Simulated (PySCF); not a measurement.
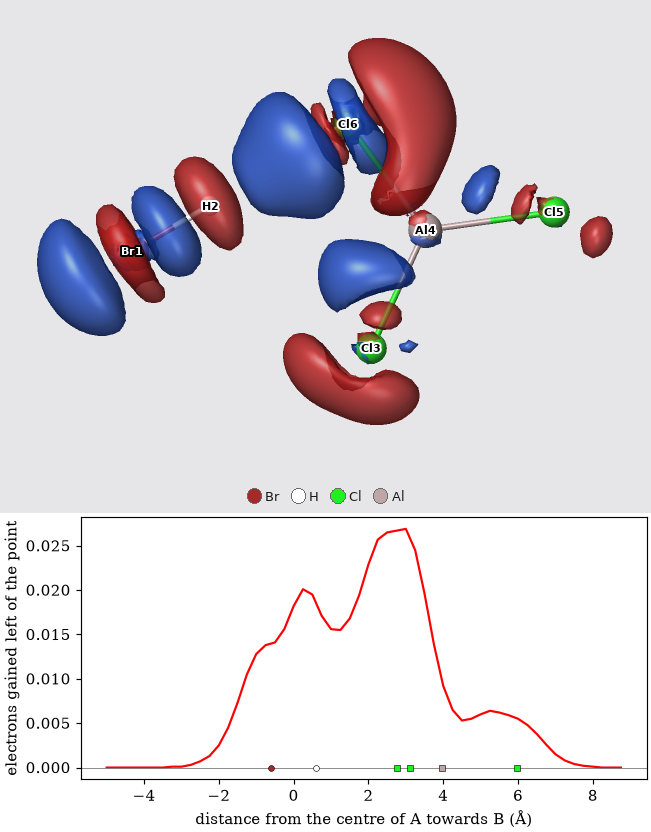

Figure 1: AlBrCl3H, SMILES `Br.Cl[Al](Cl)Cl`. Density of the complex less the densities of the two fragments at the same geometry, ±0.0015 e/Å³ (blue: gain, red: loss). Fragment A: HBr (atoms 1–2); fragment B: AlCl3. Below: the charge-displacement curve along the line of centres (A on the left).

Computed with PySCF, PBE0/def2-TZVP, geometry: GFN2-xTB. GFN2-xTB bond lengths at metals and heavier atoms can be off by up to 0.1 Å and shapes distorted, which carries into these values.

The calculation's input:

```python
import numpy as np
from pyscf import gto, scf, dft
from pyscf.scf import atom_ks, atom_hf
from scipy.linalg import block_diag
from pyscf.dispersion import dftd3

def solve(mol, dm0=None, hcore=None):
    mf = (dft.UKS if mol.spin else dft.RKS)(mol, xc='pbe0')
    mf.grids.level = 3
    mf = mf.density_fit(auxbasis='def2-universal-jkfit')
    mf.conv_tol, mf.max_cycle = 1e-8, 80
    if hcore is not None:
        mf.get_hcore = lambda *args: hcore
    mf.kernel(dm0)
    if not mf.converged:
        mf = mf.newton().run(mf.mo_coeff, mf.mo_occ, max_cycle=30)
    assert mf.converged, 'SCF not converged'
    return mf

mol = gto.M(atom='''
Br    -2.93676    -0.00106     0.01489
H     -1.67374    -0.61092    -0.02009
Cl     0.65237     1.80298    -0.02862
Al     1.63978     0.03456    -0.00780
Cl     3.66248    -0.08245     0.03679
Cl     0.57592    -1.70884    -0.03169
''', basis='def2-tzvp', charge=0, spin=0, verbose=4)
mol_a = gto.M(atom='''
Br    -2.93676    -0.00106     0.01489
H     -1.67374    -0.61092    -0.02009
ghost-Cl     0.65237     1.80298    -0.02862
ghost-Al     1.63978     0.03456    -0.00780
ghost-Cl     3.66248    -0.08245     0.03679
ghost-Cl     0.57592    -1.70884    -0.03169
''', basis='def2-tzvp', charge=0, spin=0, verbose=4)
mol_b = gto.M(atom='''
ghost-Br    -2.93676    -0.00106     0.01489
ghost-H     -1.67374    -0.61092    -0.02009
Cl     0.65237     1.80298    -0.02862
Al     1.63978     0.03456    -0.00780
Cl     3.66248    -0.08245     0.03679
Cl     0.57592    -1.70884    -0.03169
''', basis='def2-tzvp', charge=0, spin=0, verbose=4)
ab, a, b = solve(mol), solve(mol_a), solve(mol_b)
e_int = ab.e_tot - a.e_tot - b.e_tot
print('counterpoise-corrected interaction energy / kcal/mol', e_int * 627.5095)
def disp(atoms, charge):
    m = gto.M(atom=atoms, charge=charge, basis='sto-3g', spin=None, unit='Bohr', verbose=0)
    return dftd3.DFTD3Dispersion(m, xc='pbe0', version='d3bj').get_dispersion()['energy']
e_disp = disp(mol._atom, mol.charge) - disp(mol._atom[:2], mol_a.charge) - disp(mol._atom[2:], mol_b.charge)
print('D3(BJ) part / kcal/mol', e_disp * 627.5095)
# spherically averaged free atoms, for the promolecule
atm = atom_ks.get_atm_nrks(mol, xc='pbe0')
pro = block_diag(*[(atm[a[0]][2] * atm[a[0]][3]) @ atm[a[0]][2].T for a in mol._atom])
np.savez('result.npz', e_int=e_int, e_disp=e_disp, dm_a=a.make_rdm1(), dm_b=b.make_rdm1(), c=ab.mo_coeff, occ=ab.mo_occ, eps=ab.mo_energy, pro=pro, d=[f.dip_moment(verbose=0) for f in (ab, a, b)])
```

Run with:

```sh
OMP_NUM_THREADS=1 python input.py
```

The run took 68 s on 1 thread of Arm Neoverse V2, on a shared host, peak memory 1.1 GiB.

Partitions, critical points and surface values were worked out afterwards from this run's density.

### How is the density rearranged on binding?

Hirshfeld charges show 0.017 e passing from B to A. By Hirshfeld charges, electrons gather most on Br1 (−0.019 e) and leave Cl3 most (+0.009 e); 0.06 e is displaced in all, which induces a dipole of 0.58 D.

### What is the interaction energy, and which contacts carry it?

The counterpoise-corrected interaction energy of the frozen fragments is −0.5 kcal/mol without dispersion correction and −1.9 kcal/mol with D3(BJ). The pair geometry is semi-empirical, not a minimum at this level. Contacts: H2···Cl6, hydrogen bond, 2.50 Å, ρ = 0.013 a.u.; Br1···Cl3, 4.02 Å, ρ = 0.004 a.u., a bond path close to vanishing (ellipticity 2.2). The pose is a local one from a semi-empirical search, not shown to be the most stable.
